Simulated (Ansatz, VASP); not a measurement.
## La2O3: VASP beside Ansatz

One calculation is typed for both programs; each brings its own data sets and cutoff. How far apart do they land?

Program: Ansatz 0.2.0. Level of theory: plane waves, with VASP 6.6.1 beside it; relaxation of cell and atoms at PBE and relaxation of cell and atoms at r2SCAN with rVV10. Results are calculated unless marked as measured.

## Step 1: Set-up

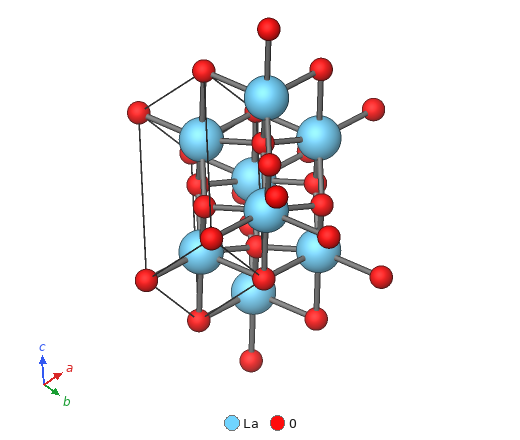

The cell as given, from a free direction (lanthanum blue, oxygen red). 2×2×1 cells are drawn. Bonds to atoms that aren't drawn are left out. Some periodic images of atoms are drawn too.

## Step 2: Ansatz: relaxation of cell and atoms, PBE

Ansatz runs on its default PAW (the set named soft_2) files.

The relaxed volume is the usual yardstick between codes: its relative difference is about their pressure difference at one cell divided by the bulk modulus.

The input, input.yaml:

```yaml
crystal:
  lattice:
    - [3.930777878, 0.0, 0.0]
    - [-1.965388939, 3.404153499, 0.0]
    - [0.0, 0.0, 6.11195352]
  atoms:
    - { symbol: La, position: [0.66666667, 0.33333333, 0.75376432] }
    - { symbol: La, position: [0.33333333, 0.66666667, 0.24623568] }
    - { symbol: O, position: [0.66666667, 0.33333333, 0.35410935] }
    - { symbol: O, position: [0.33333333, 0.66666667, 0.64589065] }
    - { symbol: O, position: [0.0, 0.0, 0.0] }
hamiltonian:
  xc: pbe
  pseudopotentials: { kind: paw }
kpoints:
  mp_grid: { grid: [7, 7, 4] }
scf:
  occupations: { method: fermi_dirac, width: 0.05 }
relax:
  f_tol: 0.01
  max_steps: 60
  cell: { stress_tol: 0.05 }
output:
  forces: true
  stress: true
```

Command:

```sh
> ansatz run input.yaml --threads 4 --pin off --max-ram 9216MiB --backend cpu --events-out ev --progress --plain --runs-dir out
```

Numbers of over 12 decimals in the logs are rounded to 6 here.

Log:

```text
Engine: ansatz 0.2.0, aarch64-unknown-linux-gnu
Pseudopotentials: kind: paw
Pseudopotential: La, paw, valence charge 11, recommended cutoff 420 eV (normal), La.paw.azcp
Pseudopotential: O, paw, valence charge 6, recommended cutoff 420 eV (normal), O.paw.azcp
Functional definition: PBE
  parameter kappa = 0.804
  parameter beta = 0.066725
  exchange = pbe_x(kappa = kappa, mu = beta*pi^2/3)
  correlation = pbe_c(beta = beta)
Crystal: 5 atoms, lattice volume = 81.784 Å³
Basis set: ecut = 420 eV, 1641 PW (Γ), exchange–correlation on 54×54×90 points (8 copies of the dense FFT grid, shifted against one another)
Bands: 25, of which v1, the nominal top of the filled ones, is band 20 counted from 1 (19 counted from 0)
Symmetry: 12 space group operations
Space group: P-3m1 (ITA 164), of the structure as read, at distance tolerance 4.3e-5 Å
k-points: 28 of 196
Non-local potential: La, projectors of the file, l = 0: 3, l = 1: 2, l = 2: 2, l = 3: 3
Non-local potential: O, projectors of the file, l = 0: 2, l = 1: 2, l = 2: 1
PAW form: soft (Blöchl's): semilocal exchange-correlation on the pseudo side does not see the compensation charge
PAW one-centre angular grid: La, 590 points (default); XC on 64 Gauss nodes
PAW one-centre angular grid: O, 110 points (default); XC on 64 Gauss nodes
Initial density: superposition of atomic densities (neutral atoms: chi_scale 0, normalization atom), corrected by the library's trained network
Initial wavefunctions: pseudopotential atomic-orbital guess
Functional: x = pbe(κ = 0.804, μ = 0.219515), c = pbe(β = 0.066725)
SCF iter   1: F=—  HF=-14212.059212 eV  |F-HF|=—  |Δ(HF+E_count)|=         —  Δρ=2.31e-3  dr2=4.49e-3  ethr=1.77e-3  ⟨swp⟩=5.5  Hψ=3253  notcnv=0
preconditioner: auto → Resta (q_TF=auto, 2.422 Å⁻¹)  ε∞=4.9  [insulator: Δε(μ)=3.930 eV  Ē_g=12.506 eV  σ=0.050 eV  W_gap=1.00  n_scr=22 (ndim 8)  ℏωp=24.6 eV  f_vac=0.023  D(μ)=0.00/eV (n_scr^D=0)  ε∞_Penn≈4.9]
SCF iter   2: F=—  HF=-14212.059574 eV  |F-HF|=—  |Δ(HF+E_count)|=   3.61e-4  Δρ=1.43e-3  dr2=9.59e-4  ethr=1.12e-5  ⟨swp⟩=2.1  Hψ=1532  notcnv=0  defer=5
SCF iter   3: F=—  HF=-14212.060000 eV  |F-HF|=—  |Δ(HF+E_count)|=   4.27e-4  Δρ=6.65e-4  dr2=3.70e-4  ethr=2.40e-6  ⟨swp⟩=2.0  Hψ=1127  notcnv=0  defer=5
SCF iter   4: F=—  HF=-14212.060183 eV  |F-HF|=—  |Δ(HF+E_count)|=   1.83e-4  Δρ=1.06e-4  dr2=8.32e-6  ethr=9.25e-7  ⟨swp⟩=2.4  Hψ=1084  notcnv=0  defer=5
SCF iter   5: F=—  HF=-14212.060169 eV  |F-HF|=—  |Δ(HF+E_count)|=   1.39e-5  Δρ=7.64e-5  dr2=4.49e-6  ethr=2.08e-8  ⟨swp⟩=2.0  Hψ=1180  notcnv=0  defer=5
SCF iter   6: F=—  HF=-14212.060169 eV  |F-HF|=—  |Δ(HF+E_count)|=   4.69e-7  Δρ=2.28e-5  dr2=3.02e-7  ethr=1.12e-8  ⟨swp⟩=2.0  Hψ=1055  notcnv=0  defer=5
SCF iter   7: F=-14212.060169 eV  HF=-14212.060169 eV  |F-HF|=3.17e-8  |Δ(HF+E_count)|=   1.07e-7  Δρ=5.42e-6  dr2=2.43e-8  ethr=2.50e-10  ⟨swp⟩=4.1  Hψ=2495  notcnv=0
SCF 1 converged in 7 iterations: F = -14212.060169 eV  dr2 = 2.43e-8
  greatest PAW one-centre occupation: 0.973 electrons in one spin orbital (limit 2), on the La atom at site 1 (counted from 0), in its partial waves of l = 0
relax step   1: F+E_penalty+E_count = -14212.06016916 eV  Δ(F+E_penalty+E_count) = +0.000e0 eV  max|allowed force component| = 1.608e-2 eV/Å  Δτ_max = 0.0000 Å  P = +1.895 GPa  Ω = 81.784 Å³  (7 SCF iters, dr2 threshold 1.00e-7 eV, accepted)
[... from here on, the SCF cycles and remarks between the steps are left out ...]
relax step   2: F+E_penalty+E_count = -14212.02562204 eV  Δ(F+E_penalty+E_count) = +3.455e-2 eV  max|allowed force component| = 3.704e-1 eV/Å  Δτ_max = 0.0377 Å  P = -2.743 GPa  Ω = 85.601 Å³  energy of the carried Pulay correction = -1.007e-2 eV  (7 SCF iters, dr2 threshold 5.00e-7 eV, rejected (line search))
relax step   3: F+E_penalty+E_count = -14212.06446215 eV  Δ(F+E_penalty+E_count) = -4.293e-3 eV  max|allowed force component| = 3.354e-2 eV/Å  Δτ_max = 0.0086 Å  P = -0.010 GPa  Ω = 83.137 Å³  energy of the carried Pulay correction = -3.621e-3 eV  (10 SCF iters, accepted)
relax step   4: F+E_penalty+E_count = -14212.06459752 eV  Δ(F+E_penalty+E_count) = -1.354e-4 eV  max|allowed force component| = 1.983e-2 eV/Å  Δτ_max = 0.0010 Å  P = -0.003 GPa  Ω = 83.119 Å³  energy of the carried Pulay correction = -3.575e-3 eV  (4 SCF iters, dr2 threshold 7.68e-8 eV, accepted)
relax step   5: F+E_penalty+E_count = -14212.06472167 eV  Δ(F+E_penalty+E_count) = -1.241e-4 eV  max|allowed force component| = 5.504e-3 eV/Å  Δτ_max = 0.0027 Å  P = +0.027 GPa  Ω = 83.121 Å³  energy of the carried Pulay correction = -3.580e-3 eV  (5 SCF iters, dr2 threshold 5.26e-8 eV, accepted)
relax step   6: F+E_penalty+E_count = -14212.06864187 eV  Δ(F+E_penalty+E_count) = -3.920e-3 eV  max|allowed force component| = 5.552e-3 eV/Å  Δτ_max = 0.0000 Å  P = +0.114 GPa  Ω = 83.121 Å³  stress off target by 1.29e-1 GPa  SCF on the basis re-selected at this cell (its energy is not comparable with the rows above)  (7 SCF iters)
relax step   7: F+E_penalty+E_count = -14212.06846085 eV  Δ(F+E_penalty+E_count) = +1.810e-4 eV  max|allowed force component| = 3.822e-4 eV/Å  Δτ_max = 0.0006 Å  P = +0.004 GPa  Ω = 83.201 Å³  energy of the carried Pulay correction = -2.142e-4 eV  (5 SCF iters, dr2 threshold 4.15e-8 eV, accepted)
relax step   8: F+E_penalty+E_count = -14212.06860126 eV  Δ(F+E_penalty+E_count) = -1.404e-4 eV  max|allowed force component| = 3.037e-4 eV/Å  Δτ_max = 0.0000 Å  P = +0.006 GPa  Ω = 83.201 Å³  stress off target by 1.16e-2 GPa  SCF on the basis re-selected at this cell (its energy is not comparable with the rows above)  (7 SCF iters)
basis re-selected at this cell: Δ(F+E_penalty+E_count) = -1.404e-4 eV, ΔP = +0.002 GPa vs the last step (what re-selecting the basis moved, of the pressure what is left beyond the Pulay correction that the steps carried, after the strain that the cell walked since its last selection, with what the two solves' SCF thresholds leave and, on support functions, any second-order correction that the steps lacked; it is no m [...]
SCF converged after 7 iterations
Free energy (F): -14212.068601 eV
Harris-Foulkes:  -14212.068601 eV  (|F-HF|=1.27e-11)
Internal energy: -14212.068601 eV  (E = F + TS)
E sigma→0 (E₀):  -14212.068601 eV
Fermi energy:    11.412799 eV
--- Per-component energies (eV) ---
  E_band       = -15.935235
  E_kinetic    = 911.229668
  E_local      = -1555.143752  (includes V_loc(G=0)·N_el)
  E_nonlocal   = 336.468205
  E_hartree    = 554.152371
  E_xc         = -503.107741
  E_vxc        = -581.495291  (∫ρ·V_xc dr)
  E_paw        = -11307.785718  (= ΣΔE_a)
  E_vpaw       = -235.306019  (= ΣTr[D̂ρ^β])
  E_aug_tail   = 0.007208  (compensation charges beyond the density's cutoff)
  E_ewald      = -2647.888843
  E_smearing   = -0.000000  (= −TS)
  E_closure    = -0.000000  (closes the sum)
  Σ components = -14212.068601   (vs F -14212.068601, Δ=0.00e0)
--- Forces (eV/Å), atoms counted from 1 ---
  atom   1  La    -0.00000000    -0.00000000    -0.00030367
  atom   2  La     0.00000000     0.00000000     0.00030367
  atom   3  O      0.00000000     0.00000000     0.00003655
  atom   4  O     -0.00000000    -0.00000000    -0.00003655
  atom   5  O      0.00000000     0.00000000     0.00000000
  max |Σ_I F_I| component: 2.31e-18 eV/Å
--- Stress (GPa, compression-positive) ---
        0.003042       0.000000      -0.000000
        0.000000       0.003042       0.000000
       -0.000000       0.000000       0.011578
  P = ⅓ Tr σ = 0.0059 GPa (0.059 kbar)
--- Relaxed structure (6 steps of the walk, 5 accepted, 2 SCFs on fresh bases) ---
  F+E_penalty+E_count = -14212.06860126 eV   max|allowed force component| = 3.037e-4 eV/Å   (the final SCF, on the basis selected at the relaxed cell)
  cell:  # Å, volume = 83.2014 Å³
    - [3.940403, 0, 7.466764522217624e-18]
    - [-1.970202, 3.412489, -3.733382261108811e-18]
    - [1.1610047456478981e-17, 0, 6.187551]
  atoms:
    - { symbol: La, position: [0.666667, 0.333333, 0.752628] }
    - { symbol: La, position: [0.333333, 0.666667, 0.247372] }
    - { symbol: O, position: [0.666667, 0.333333, 0.354699] }
    - { symbol: O, position: [0.333333, 0.666667, 0.645301] }
    - { symbol: O, position: [0, 0, 0] }
```

It took 8.2 s on 4 threads of Arm Neoverse V2, shared host; peak memory 0.42 GiB.

## Step 3: VASP: relaxation of cell and atoms, PBE

The same cell, functional, mesh and smearing now go to VASP, with its own data sets and cutoff.

Lines of VASP's logs that name or quote its potential files are left out, and so is its time.

The input, INCAR:

```
SYSTEM = La2O3
PREC = Accurate
ENCUT = 560
EDIFF = 1E-06
NELM = 100
ISMEAR = -1
SIGMA = 0.05
LREAL = .FALSE.
ALGO = Normal
GGA = PE
NBANDS = 26
LASPH = .TRUE.
LORBIT = 11
LWAVE = .FALSE.
LCHARG = .FALSE.
KPAR = 4
IBRION = 2
NSW = 60
ISIF = 3
EDIFFG = -0.01
```

The input, POSCAR:

```
La2O3
1.0
    3.9307778780      0.0000000000      0.0000000000
   -1.9653889390      3.4041534990      0.0000000000
    0.0000000000      0.0000000000      6.1119535200
La O
2 3
Direct
    0.6666666700      0.3333333300      0.7537643200
    0.3333333300      0.6666666700      0.2462356800
    0.6666666700      0.3333333300      0.3541093500
    0.3333333300      0.6666666700      0.6458906500
    0.0000000000      0.0000000000      0.0000000000
```

The input, KPOINTS:

```
Automatic mesh
0
Gamma
7 7 4
0 0 0
```

PAW data sets: La and O (PBE family, release 64).

Command:

```sh
> mpirun -np 4 vasp_std
```

Log:

```text
[banner, memory and clock lines left out]
running    4 mpi-ranks, on    1 nodes
 distrk:  each k-point on    1 cores,    4 groups
 distr:  one band on    1 cores,    1 groups

 POSCAR found type information on POSCAR LaO
 POSCAR found :  2 types and       5 ions
 LDA part: xc-table for (Slater+PW92), standard interpolation
 POSCAR, INCAR and KPOINTS ok, starting setup
 FFT: planning ... GRIDC
 FFT: planning ... GRID_SOFT
 FFT: planning ... GRID
 WAVECAR not read
 entering main loop
       N       E                     dE             d eps       ncg     rms          rms(c)
DAV:   1     0.489932071813E+03    0.48993E+03   -0.16353E+04  1480   0.248E+03
DAV:   2     0.912522766407E+02   -0.39868E+03   -0.38799E+03  2072   0.384E+02
DAV:   3    -0.302481510191E+02   -0.12150E+03   -0.11819E+03  2496   0.210E+02
DAV:   4    -0.463882295657E+02   -0.16140E+02   -0.16112E+02  2460   0.823E+01
DAV:   5    -0.474834458860E+02   -0.10952E+01   -0.10944E+01  2480   0.254E+01    0.149E+01
DAV:   6    -0.418395095257E+02    0.56439E+01   -0.50426E+01  2304   0.409E+01    0.755E+00
DAV:   7    -0.418234900352E+02    0.16019E-01   -0.55308E+00  2800   0.231E+01    0.348E+00
DAV:   8    -0.418181032566E+02    0.53868E-02   -0.52594E-01  2544   0.602E+00    0.126E+00
DAV:   9    -0.418166704194E+02    0.14328E-02   -0.81932E-02  2600   0.233E+00    0.378E-01
DAV:  10    -0.418191326898E+02   -0.24623E-02   -0.34754E-02  2480   0.122E+00    0.189E-01
DAV:  11    -0.418199785538E+02   -0.84586E-03   -0.10436E-02  2512   0.776E-01    0.127E-01
DAV:  12    -0.418202572983E+02   -0.27874E-03   -0.23325E-03  2288   0.348E-01    0.619E-02
DAV:  13    -0.418202740120E+02   -0.16714E-04   -0.11930E-03  2552   0.231E-01    0.225E-02
DAV:  14    -0.418202827809E+02   -0.87689E-05   -0.18703E-04  2296   0.998E-02    0.153E-02
DAV:  15    -0.418202793829E+02    0.33980E-05   -0.56190E-05  2640   0.555E-02    0.296E-03
DAV:  16    -0.418202799856E+02   -0.60270E-06   -0.63713E-06  2128   0.160E-02
   1 F= -.41820280E+02 E0= -.41820280E+02  d E =-.418203E+02
[...]
2 F= -.41821320E+02 E0= -.41821320E+02  d E =-.104006E-02
[...]
3 F= -.41825129E+02 E0= -.41825129E+02  d E =-.484888E-02
[...]
4 F= -.41826082E+02 E0= -.41826082E+02  d E =-.953155E-03
[...]
5 F= -.41826264E+02 E0= -.41826264E+02  d E =-.113546E-02
[...]
6 F= -.41826480E+02 E0= -.41826480E+02  d E =-.215242E-03
[...]
7 F= -.41826543E+02 E0= -.41826543E+02  d E =-.278750E-03
 curvature:  -1.13 expect dE=-0.640E-04 dE for cont linesearch -0.769E-07
 trial: gam= 0.26785 g(F)=  0.493E-04 g(S)=  0.723E-05 ort =-0.474E-05 (trialstep = 0.120E+01)
 search vector abs. value=  0.777E-04
 bond charge predicted
       N       E                     dE             d eps       ncg     rms          rms(c)
DAV:   1    -0.418264835421E+02    0.59653E-04   -0.22638E-02  1974   0.129E+00    0.541E-02
DAV:   2    -0.418266053284E+02   -0.12179E-03   -0.19513E-03  2352   0.489E-01    0.272E-02
DAV:   3    -0.418265940756E+02    0.11253E-04   -0.13496E-04  2710   0.113E-01    0.137E-02
DAV:   4    -0.418265889921E+02    0.50835E-05   -0.32166E-05  2886   0.495E-02    0.489E-03
DAV:   5    -0.418265885572E+02    0.43489E-06   -0.54542E-06  2194   0.150E-02
   8 F= -.41826589E+02 E0= -.41826589E+02  d E =-.454768E-04
 trial-energy change:   -0.000045  1 .order   -0.000047   -0.000066   -0.000027
 step:   2.0108(harm=  2.0108)  dis= 0.00211  next Energy=   -41.826599 (dE=-0.555E-04)
 reached required accuracy - stopping structural energy minimisation
```

Parts of OUTCAR (step 3):

```text
ion  position               nearest neighbor table
   1  0.667  0.333  0.754-   4 2.36   4 2.36   4 2.36   3 2.44   5 2.72   5 2.72   5 2.72
   2  0.333  0.667  0.246-   3 2.36   3 2.36   3 2.36   4 2.44   5 2.72   5 2.72   5 2.72
   3  0.667  0.333  0.354-   2 2.36   2 2.36   2 2.36   1 2.44
   4  0.333  0.667  0.646-   1 2.36   1 2.36   1 2.36   2 2.44
   5  0.000  0.000  0.000-   1 2.72   2 2.72   1 2.72   2 2.72   1 2.72   2 2.72

  LATTYP: Found a hexagonal cell.
 ALAT       =     3.9307778780
 C/A-ratio  =     1.5548966921

 Subroutine GETGRP returns: Found 12 space group operations
 (whereof 12 operations were pure point group operations)

The static configuration has the point symmetry D_3d.

 Found     28 irreducible k-points:

   k-points           NKPTS =     28   k-points in BZ     NKDIM =     28   number of bands    NBANDS=     26

   dimension x,y,z NGX =    30 NGY =   30 NGZ =   48
   dimension x,y,z NGXF=    60 NGYF=   60 NGZF=   96

   ENCUT  =  560.0 eV  41.16 Ry    6.42 a.u.   7.58  7.58 11.79*2*pi/ulx,y,z

   NELECT =      40.0000    total number of electrons

 k-points in reciprocal lattice and weights: Automatic mesh
   0.00000000  0.00000000  0.00000000       0.005
   0.14285714  0.00000000  0.00000000       0.031
   0.28571429  0.00000000  0.00000000       0.031
   0.42857143  0.00000000  0.00000000       0.031
   0.14285714  0.14285714  0.00000000       0.031
   0.28571429  0.14285714  0.00000000       0.061
   0.42857143  0.14285714  0.00000000       0.031
   0.28571429  0.28571429  0.00000000       0.031
   0.00000000  0.00000000  0.25000000       0.010
[...]
0.42857143  0.14285714  0.50000000       0.031
   0.28571429  0.28571429  0.50000000       0.031

 average (electrostatic) potential at core
       1 -95.1719       2 -95.1719       3 -67.2073       4 -67.2073       5 -66.7082

 E-fermi :   6.9873

 k-point     1 :       0.0000    0.0000    0.0000
  band No.  band energies     occupation
    ...
     16       3.7534      2.00000
     17       4.2110      2.00000
     18       5.4815      2.00000
     19       5.4815      2.00000
     20       5.7371      2.00000
     21      10.0978      0.00000
     22      10.4485      0.00000
     23      10.4485      0.00000
     24      10.9041      0.00000
     25      11.1368      0.00000
    ...

 k-point     2 :       0.1429    0.0000    0.0000
  band No.  band energies     occupation
    ...
     16       3.8336      2.00000
     17       4.6565      2.00000
     18       5.2086      2.00000
     19       5.4636      2.00000
     20       5.6681      2.00000
     21      10.2077      0.00000
     22      10.4508      0.00000
     23      10.5763      0.00000
     24      10.9701      0.00000
     25      11.0867      0.00000
    ...

 k-point     3 :       0.2857    0.0000    0.0000
  band No.  band energies     occupation
    ...
     16       4.4006      2.00000
     17       4.8800      2.00000
     18       4.9860      2.00000
     19       5.4846      2.00000
     20       5.5972      2.00000
     21       9.9345      0.00000
     22      10.5033      0.00000
     23      10.8230      0.00000
     24      11.0116      0.00000
     25      11.0470      0.00000
    ...

  Total       -0.0022635     -0.0022635     -0.0169987     -0.0000000     -0.0000000      0.0000000
  in kB       -0.0436975     -0.0436975     -0.3281626     -0.0000000     -0.0000000      0.0000000
  external PRESSURE =      -0.1385192 kB  Pullay stress =       0.0000000 kB

  energy-cutoff  :      560.00
  volume of cell :       82.99
      direct lattice vectors                 reciprocal lattice vectors
     3.937181311  0.000000000 -0.000000000     0.253988811  0.146640508  0.000000000
    -1.968590656  3.409699035  0.000000000     0.000000000  0.293281017  0.000000000
     0.000000000 -0.000000000  6.182091496     0.000000000 -0.000000000  0.161757554

 POSITION                                       TOTAL-FORCE (eV/Angst)
 -----------------------------------------------------------------------------------
      1.96859      1.13657      4.65388         0.000000      0.000000     -0.008505
     -0.00000      2.27313      1.52821        -0.000000     -0.000000      0.008505
      1.96859      1.13657      2.19095        -0.000000     -0.000000      0.007945
     -0.00000      2.27313      3.99114         0.000000      0.000000     -0.007945
      0.00000      0.00000      0.00000         0.000000      0.000000      0.000000
 -----------------------------------------------------------------------------------
    total drift:                                0.000000      0.000000      0.000000

  FREE ENERGIE OF THE ION-ELECTRON SYSTEM (eV)
  ---------------------------------------------------
  free  energy   TOTEN  =       -41.8265885572 eV

  energy  without entropy=      -41.8265885572  energy(sigma->0) =      -41.82658856

 reached required accuracy - stopping structural energy minimisation

 total charge
# of ion       s       p       d       f       tot
--------------------------------------------------
    1        2.018   5.696   0.634   0.239   8.588
    2        2.018   5.696   0.634   0.239   8.588
    3        1.567   3.462   0.000   0.000   5.029
    4        1.567   3.462   0.000   0.000   5.029
    5        1.554   3.374   0.000   0.000   4.928
--------------------------------------------------
tot          8.725  21.690   1.269   0.478  32.162

[... 3 further parts left out ...]
```

## Step 4: Side by side

Known differences besides the PAW data sets themselves: both relaxations stop at a tolerance, which leaves soft axes loose, and VASP keeps its plane-wave basis; the cutoff is 420 eV in Ansatz and 560 eV in VASP; Ansatz adds a Pulay correction to the stress that steers its cell, VASP none. Total energies have different zeros and are not compared.

Compared:

```tsv
quantity	Ansatz	VASP	difference
volume (Å³)	83.20	82.99	+0.25 %
edge a after relaxation, in the typed setting (Å)	3.940	3.937	+0.08 %
edge c after relaxation, in the typed setting (Å)	6.188	6.182	+0.09 %
```

The walks stopped with 0.01 GPa left in Ansatz and -0.01 GPa in VASP; each walk ends within a tolerance, so the volume difference is uncertain by about these residues over the bulk modulus, most in soft cells.

(Continued in part 2 of 2.)

[Lines on the potential files, build, host, timing and source positions are cut from VASP's logs without a mark.]

[Logs are printed without paths, hosts, clocks, repeated set-up lines and the standing remarks that a program may print on its own settings, such as how far it seeks lower states.]

[Hosts, paths, dates, database ids (printed as entryN), source tags and the programs' standing remarks are cut or masked in the printed files.]
